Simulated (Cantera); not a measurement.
Feed: 1 mol SiC, 0.0014 mol H₂O, 600 mol N₂, at 13300 Pa.

Equilibrium computed with Cantera from the NASA thermochemical tables; the gas is ideal and each condensed phase is pure. Candidate condensed phases: C, C₆H₆, C₇H₈, C₈H₁₈, H₂O, Si, SiC, SiO₂, Si₂N₂O, Si₃N₄; 151 gas species. N₂ is the only nitrogen source here; it is nearly inert below about 1500 K, so the nitride shown seldom forms there in practice. Mutual solubility and eutectic melting of coexisting phases are not modelled. Kinetics and transport are ignored.

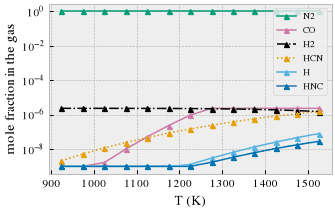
Figure. Equilibrium gas composition (values under 1e-9 drawn at 1e-9)

From 925 K to 1225 K the condensed part is C(graphite) + Si₂N₂O(s) + Si₃N₄(s). From 1275 K to 1525 K the condensed part is C(graphite) + Si₃N₄(s).
